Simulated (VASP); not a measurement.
Band structure of MgS2 (space group C2/m). Calculation: LDA (Ceperley-Alder, Perdew-Zunger), VASP's LDA PAW potentials (set 64) (plane waves; VASP 6.6.1).

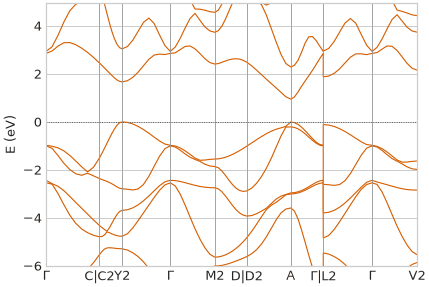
Figure. Bands along high-symmetry lines, zero at the valence-band maximum or, without a gap, the Fermi level

Task: Read the plot: is there a gap, and where are the band edges?

Result: The gap is indirect, 0.95 eV, from the valence maximum at Y2 to the conduction minimum at A. (Edges off the drawn lines would not show.)

The structure comes from a computed database's MgS2 entry (C2/m); how it stands against other phases isn't given here. It was relaxed first.
